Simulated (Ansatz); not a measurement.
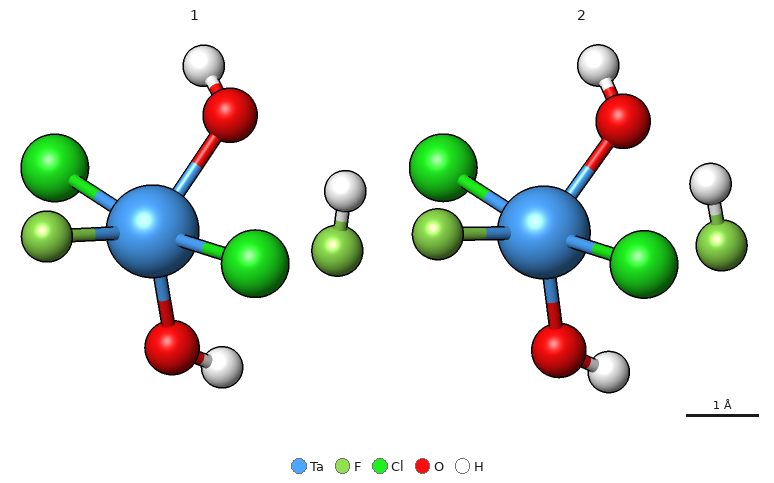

Two geometries of TaH3O2Cl2F2, drawn at one scale. One is the start of a relaxation, the other its converged end. Style: ball-and-stick. Shown at a tilt.

These are results of Ansatz 0.2.0, RKS B3LYP/def2-SVP, not measurements. Settings: no spin polarisation; force threshold 0.03 eV/Å; at most 50 steps.

Q: Which geometry has the lower energy?

A: Structure 2 is the relaxed one. The run prepares an end point of a later path (reaction) calculation, from a guessed geometry. The energy falls by 2.12 kcal/mol in 7 geometry steps. Largest force component: 0.95 eV/Å at the start, 0.024 eV/Å at the end. The atom that moves furthest after the best rigid fit is an H atom (0.33 Å). Largest moves by element: H 0.33 Å, O 0.16 Å, F 0.14 Å, Ta 0.07 Å, Cl 0.03 Å. Among the contacts that change: H–Ta 3.074 → 2.728 Å, F–Ta 3.130 → 2.961 Å, O–Ta 1.985 → 1.953 Å, F–H 0.930 → 0.948 Å. Among the angles between lasting bonds that change: Ta–O–H 117.6° → 121.7°, Cl–Ta–F 89.8° → 87.8°. Cost: 37 s on 4 threads of Arm Neoverse V1, with other jobs on the host, peak memory 0.44 GiB.

Limits of the set-up: the start holds two separate molecules, 2.2 Å apart at their closest, whose relative position is a soft coordinate and is computed without a dispersion correction.
